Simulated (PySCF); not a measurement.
SMILES CC#N (C2H3N) at its B3LYP/def2-SVP optimised geometry (Å):

```
6

C      1.1177    -0.1164     0.0000
C     -0.3421    -0.1164     0.0000
N     -1.5003    -0.1164     0.0000
H      1.5003    -0.3492     1.0054
H      1.5003    -0.8707    -0.7043
H      1.5003     0.8707    -0.3011
```

Computed with B3LYP/def2-TZVP (PySCF). Cells within 0.4 Å of a nucleus heavier than hydrogen are left out (blank, or x).

Map of the electrostatic potential (hartree/e), clipped to [-0.08, 0.12] on the plane z = 0.0 Å:

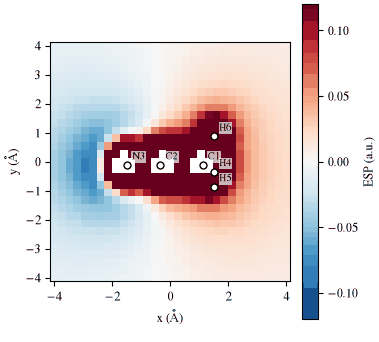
*Electrostatic potential (hartree/e), clipped to [-0.08, 0.12] on the plane z = 0.0 Å.*
